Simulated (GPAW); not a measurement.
**MgH2 (SMILES [H][Mg][H]): levels of theory compared**

Wanted: a comparison of 4 runs (PBE/real-space grid, PBE/dzp, RPBE/dzp, SVWN5/dzp) of MgH2. Input form: an ASE script.

Program for the calculation: GPAW 26.7.0.

7 further runs of the same task are left out: 5 that didn't finish, 2 set aside as unsound or not needed.

### Step 1. Starting point

The species is MgH2 (3 atoms), meant as a singlet with charge 0. As SMILES, `[H][Mg][H]`. The shape comes from GFN2-xTB, which is rough for such elements, and wasn't checked as a minimum.

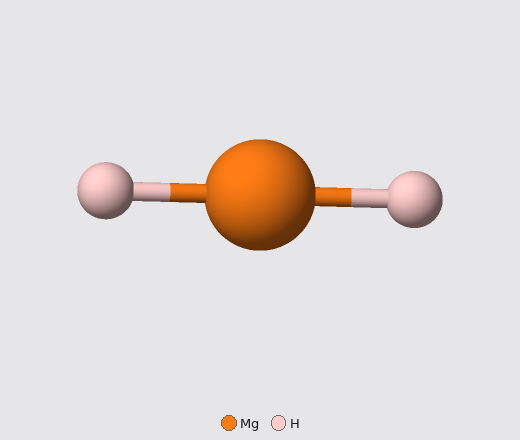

Viewed from a chosen angle; magnesium orange, hydrogen pink.

### Step 2. The charge distribution at PBE/real-space grid (scalar-relativistic datasets) (run 1)

Contents of mol.xyz:

```xyz
3

Mg     0.000850     0.000480     0.000960
H     -0.017730    -0.021700     1.630720
H      0.016880     0.021220    -1.631680
```

Contents of run.py:

```python
import numpy as np
from ase.io import read
from ase.units import Debye
from gpaw import GPAW

# Set up the molecule
molecule = read("mol.xyz")
molecule.center(vacuum=5.5)

# GPAW settings
calc = GPAW(mode="fd", h=0.18, xc="PBE", maxiter=150, txt="-")
molecule.calc = calc

energy = molecule.get_potential_energy()
print(f"Energy = {energy:.5f} eV")
forces = molecule.get_forces()
print("Forces (eV/Ang)")
for symbol, f in zip(molecule.symbols, forces):
    print(f'{symbol:2} {f[0]:9.4f} {f[1]:9.4f} {f[2]:9.4f}')
dipole = molecule.get_dipole_moment() / Debye
print(f"Dipole: {np.linalg.norm(dipole):.3f} D")
homo, lumo = calc.get_homo_lumo()
print(f"HOMO                    {homo:.3f} eV")
print(f"LUMO                    {lumo:.3f} eV")
print(f"Gap                     {lumo - homo:.3f} eV")
```

Launch:

```bash
$ python run.py > run.log
```

What it wrote:

```text
[...]
Number of symmetries: 1
[...]
  Number of IBZ points: 1
[...]
Spin-components: 1 (collinear spins)
Bands:           10
[...]
  Valence electrons: 12.0
[...]
  Grid points: [60 60 80]
  Charge: 0.0  # |e|
[...]
    cutoffs:
[...]
occupation numbers:
  # Zero width
[...]
xc functional:
  name: PBE with 2 nearest neighbor stencil
[...]
|iter     |     time |      energy | eigst |  dens |
[...]
|iter:   1| 00:00:02 |   -8.298714 | +0.78 |       |
[...]
|iter:  14| 00:00:16 |   -6.619186c| -7.47c| -6.21c|
Converged in 14 steps
[...]
Energy contributions relative to reference atoms: (reference = -5474.625213)
Energy contributions:
  Kinetic:           6.341498
  Coulomb:          -5.758690
  Zero:             -0.038080
  External:          0.000000
  Xc:               -7.163913
  Entropy:           0.000000
  Spinorbit:         0.000000
  ----------------------------
  Free energy:      -6.619186
  Extrapolated:     -6.619186
dipole moment: (0.001213, 0.000686, 0.001251)  # |e|*Ang
Fermi level: -3.584
Eigenvalues  # (at kpt = [0.000, 0.000, 0.000])
| band index |      eig [eV] | occ [0-2] |
|------------|---------------|-----------|
|          0 |       -79.933 |     2.000 |
|          1 |       -46.810 |     2.000 |
|          2 |       -46.810 |     2.000 |
|          3 |       -46.528 |     2.000 |
|          4 |        -7.359 |     2.000 |
|          5 |        -6.030 |     2.000 |
|          6 |        -1.138 |     0.000 |
|          7 |        -1.138 |     0.000 |
|          8 |        -0.553 |     0.000 |
|          9 |         0.887 |     0.000 |
Gap: 4.892 eV
Transition (v -> c):
[...]
Forces (eV/Ang)
Mg   -0.0004    0.0000   -0.0314
H    -0.0162   -0.0153    0.8841
H     0.0162    0.0151   -0.8511
Dipole: 0.009 D
HOMO                    -6.030 eV
LUMO                    -1.138 eV
Gap                     4.892 eV
```

Wall time 17 s (1 thread of Arm Neoverse V1, shared host); peak memory 0.64 GiB.

### Step 3. The charge distribution at PBE/dzp (scalar-relativistic datasets) (run 2)

Contents of mol.py:

```python
import numpy as np
from ase import Atoms
from ase.units import Debye
from gpaw import GPAW

# Structure
system = Atoms("MgHH",
    positions=[[  0.000850,   0.000480,   0.000960],
               [ -0.017730,  -0.021700,   1.630720],
               [  0.016880,   0.021220,  -1.631680]])
system.center(vacuum=5.5)

# Calculator
calculator = GPAW(mode="lcao", basis="dzp", h=0.18, xc="PBE", maxiter=150, txt="-")
system.calc = calculator

energy = system.get_potential_energy()
print(f"Energy = {energy:.5f} eV")
forces = system.get_forces()
print("Forces (eV/Ang)")
for symbol, f in zip(system.symbols, forces):
    print(f'{symbol:2} {f[0]:9.4f} {f[1]:9.4f} {f[2]:9.4f}')
dipole = system.get_dipole_moment() / Debye
print(f"Dipole: {np.linalg.norm(dipole):.3f} D")
homo, lumo = calculator.get_homo_lumo()
print(f"HOMO: {homo:.3f} eV")
print(f"LUMO = {lumo:.3f} eV")
print(f"Gap: {lumo - homo:.3f} eV")
```

Launch:

```bash
$ python3 -u mol.py | tee mol.out
```

What it wrote:

```text
[...]
Number of symmetries: 1
[...]
  Number of IBZ points: 1
[...]
basis functions: 29
Spin-components: 1 (collinear spins)
Bands:           10
[...]
  Valence electrons: 12.0
[...]
  Grid points: [60 60 80]
  Charge: 0.0  # |e|
[...]
    cutoffs:
[...]
occupation numbers:
  # Zero width
[...]
xc functional:
  name: PBE with 2 nearest neighbor stencil
[...]
|iter     |     time |      energy | eigst |  dens |
[...]
|iter:   1| 00:00:04 |   -7.730244 |      c|       |
[...]
|iter:   8| 00:00:09 |   -6.336599c|      c| -4.56c|
Converged in 8 steps
[...]
Energy contributions relative to reference atoms: (reference = -5474.625213)
Energy contributions:
  Kinetic:          11.701719
  Coulomb:         -10.434753
  Zero:             -0.019810
  External:          0.000000
  Xc:               -7.583754
  Entropy:           0.000000
  Spinorbit:         0.000000
  ----------------------------
  Free energy:      -6.336599
  Extrapolated:     -6.336599
dipole moment: (0.001103, 0.000624, 0.001056)  # |e|*Ang
Fermi level: -3.530
Eigenvalues  # (at kpt = [0.000, 0.000, 0.000])
| band index |      eig [eV] | occ [0-2] |
|------------|---------------|-----------|
|          0 |       -79.673 |     2.000 |
|          1 |       -46.529 |     2.000 |
|          2 |       -46.529 |     2.000 |
|          3 |       -46.259 |     2.000 |
|          4 |        -7.289 |     2.000 |
|          5 |        -5.990 |     2.000 |
|          6 |        -1.071 |     0.000 |
|          7 |        -1.071 |     0.000 |
|          8 |         0.138 |     0.000 |
|          9 |         2.198 |     0.000 |
Gap: 4.918 eV
Transition (v -> c):
[...]
Forces (eV/Ang)
Mg   -0.0005   -0.0000   -0.0329
H    -0.0176   -0.0165    0.8467
H     0.0179    0.0164   -0.8135
Dipole: 0.008 D
HOMO: -5.990 eV
LUMO = -1.071 eV
Gap: 4.918 eV
```

It took 9.2 s on 1 thread of Arm Neoverse V1, shared host; peak memory 0.67 GiB.

Run 3 isn't shown in full; the table further down has it.

### Step 4. The solvation energy at SVWN5/dzp (scalar-relativistic datasets, continuum, electrostatics alone, water's cavity methanol) (run 4)

Contents of calc.py:

```python
import numpy as np
from ase import Atoms
from ase.units import Debye, kcal, mol
from gpaw import GPAW, setup_paths
from gpaw.atom.configurations import parameters
from gpaw.atom.generator import Generator
from gpaw.solvation import EffectivePotentialCavity, GradientSurface, LinearDielectric, Power12Potential, SolvationGPAW
from gpaw.utilities.adjust_cell import adjust_cell

atoms = Atoms(["Mg", "H", "H"],
    positions=[[  0.000850,   0.000480,   0.000960],
               [ -0.017730,  -0.021700,   1.630720],
               [  0.016880,   0.021220,  -1.631680]])
adjust_cell(atoms, 4.5, h=0.18)

for symbol in ["H", "Mg"]:
    Generator(symbol, xcname="LDA_X+LDA_C_VWN", scalarrel=True, nofiles=True, txt=None).run(**parameters[symbol])
setup_paths.insert(0, ".")

calculator = GPAW(mode="lcao",
                  basis="dzp",
                  xc="LDA_X+LDA_C_VWN",
                  legacy_gpaw=True,
                  maxiter=100,
                  h=0.18,
                  txt="-")
atoms.calc = calculator
e_gas = atoms.get_potential_energy()
mu_gas = np.linalg.norm(atoms.get_dipole_moment()) / Debye

# Dielectric constant of methanol; cavity of the water model, electrostatics alone
solvent = dict(cavity=EffectivePotentialCavity(effective_potential=Power12Potential(atomic_radii={"H": 1.09}, u0=0.18),
                                               temperature=298.15, surface_calculator=GradientSurface()),
               dielectric=LinearDielectric(epsinf=32.6),
               interactions=[])
calculator = SolvationGPAW(mode="lcao",
                           xc="LDA_X+LDA_C_VWN",
                           basis="dzp",
                           maxiter=100,
                           h=0.18,
                           txt="-",
                           **solvent)
atoms.calc = calculator
e_sol = atoms.get_potential_energy()
mu_sol = np.linalg.norm(atoms.get_dipole_moment()) / Debye
dg = (e_sol - e_gas) / (kcal / mol)
print(f"Electrostatic solvation energy{dg:.2f} kcal/mol")
print(f'Dipole {mu_gas:.3f} D in gas, {mu_sol:.3f} D in solution')
```

Launch:

```bash
$ python3 calc.py
```

What it wrote:

```text
[...]
    cutoffs:
[...]
  Total Charge: 0.000000
[...]
Number of atoms: 3
[...]
Number of bands in calculation: 10
Number of valence electrons: 12
[...]
iter:   1 hh:mm:ss    -7.606568        c
[...]
Converged after 8 iterations.
Dipole moment: (0.001066, 0.000603, 0.001018) |e|*Ang
[...]
Fermi level: -3.62323
[...]
      Finite-difference x-derivative with O(h^6) error (6 points)
      Finite-difference y-derivative with O(h^6) error (6 points)
      Finite-difference z-derivative with O(h^6) error (6 points)
    Max iterations: 1000
[...]
iter:   8 hh:mm:ss    -7.103856c       c -4.24c
Converged after 8 iterations.
Dipole moment: (0.001631, 0.000922, 0.001687) |e|*Ang
Energy contributions relative to reference atoms: (reference = -5451.600262)
Kinetic:        +10.450187
Potential:       -9.913860
External:        +0.000000
XC:              -7.622101
Entropy (-ST):   +0.000000
Local:           -0.018083
--------------------------
Free energy:     -7.103856
Extrapolated:    -7.103856
Solvation cavity surface area: 68.06674
Solvation cavity volume: not calculated (no calculator defined)
 Band  Eigenvalues  Occupancy
    0    -78.67948    2.00000
    1    -46.16166    2.00000
    2    -46.16166    2.00000
    3    -45.97893    2.00000
    4     -7.06484    2.00000
    5     -5.98736    2.00000
    6     -0.41177    0.00000
    7     -0.41177    0.00000
    8      0.69013    0.00000
    9      1.98836    0.00000
Fermi level: -3.19956
Gap: 5.576 eV
Transition (v -> c):
  (s=0, k=0, n=5, [0.00, 0.00, 0.00]) -> (s=0, k=0, n=6, [0.00, 0.00, 0.00])
No difference between direct/indirect transitions
Electrostatic solvation energy-15.97 kcal/mol
Dipole 0.008 D in gas, 0.012 D in solution
```

Wall time 28 s (1 thread of Arm Neoverse V1, shared host); peak memory 0.58 GiB.

### Step 5. All runs side by side

```
run                                                                                               level  mode  iteration cap  energy (Eh)  dipole moment (D)  HOMO energy (eV)  LUMO energy (eV)  wall time
  1                                                  PBE/real-space grid (scalar-relativistic datasets)    fd            150  -201.432016               0.01             -6.03             -1.14       17 s
  2                                                              PBE/dzp (scalar-relativistic datasets)  lcao            150  -201.421631               0.01             -5.99             -1.07      9.2 s
  3                                                             RPBE/dzp (scalar-relativistic datasets)  lcao            100  -201.541422               0.01             -5.97             -1.04       11 s
  4  SVWN5/dzp (scalar-relativistic datasets, continuum, electrostatics alone, water's cavity methanol)  lcao            100  -200.603676               0.01             -5.99             -0.41       28 s
```

### Step 6. What came out

| quantity | value |
| --- | --- |
| run 4: energy as printed (from the program's reference atoms) | -7.1039 eV |
| run 4: dipole moment | 0.01 D |
| run 4: HOMO energy | -5.99 eV |
| run 4: LUMO energy | -0.41 eV |
| run 4: HOMO–LUMO gap | 5.58 eV |

What this shows: The HOMO–LUMO gap runs from 4.89 eV (PBE/real-space grid) to 5.58 eV (SVWN5/dzp). The two ends differ in method and basis and solvent. Totals of different functionals can't be ranked against each other. All runs together took 66 s, the longest 28 s.
